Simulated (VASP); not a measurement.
Band structure of ZnS (zinc blende). Computed with TPSS meta-GGA, VASP's PBE PAW potentials (set 64) (plane waves; VASP 6.6.1).

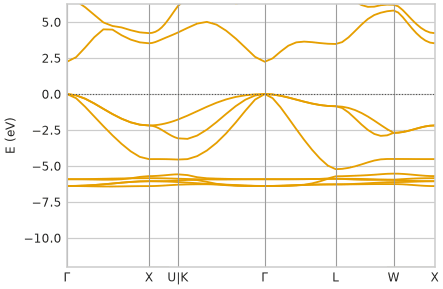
Fig. 1. Bands along high-symmetry lines, zero at the valence-band maximum or, without a gap, the Fermi level

Question: Read the plot: is there a gap, and where are the band edges?

Answer: The gap is direct, 2.25 eV, from the valence maximum at Γ to the conduction minimum at Γ.

Measured: gap 3.94 eV (computed value off by -1.69 eV), as given by Wei Chen et al., Physical Review Materials (2018), doi:10.1103/physrevmaterials.2.073803 [zero-point renormalisation of 0.1 eV added back (the table's ZPR column)].

The compound is ZnS in the zinc blende structure. It was relaxed first.
